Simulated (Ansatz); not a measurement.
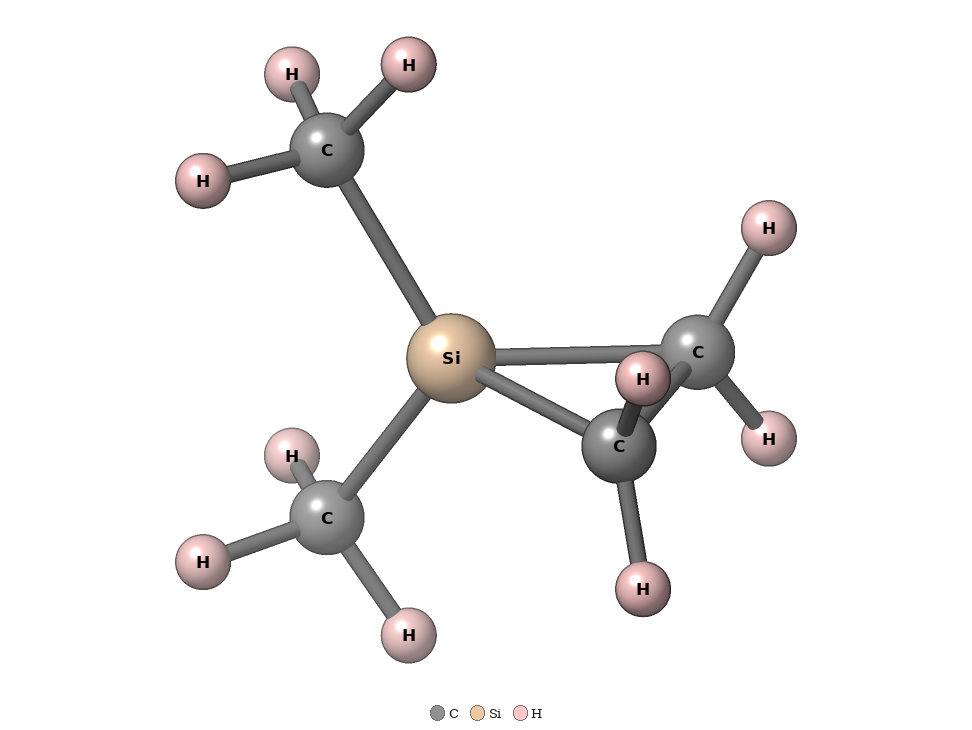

Distant atoms are faded towards the background colour. The geometry was computed by an optimisation with PBE0-D4/def2-TZVP. No frequency run is at hand to confirm it as a minimum.

### Which symmetry elements does this geometry have?

It has 1 C2 axis and 2 mirror planes, so the point group is C2v. The group has 4 operations. The geometry is achiral, and symmetry allows a dipole moment.
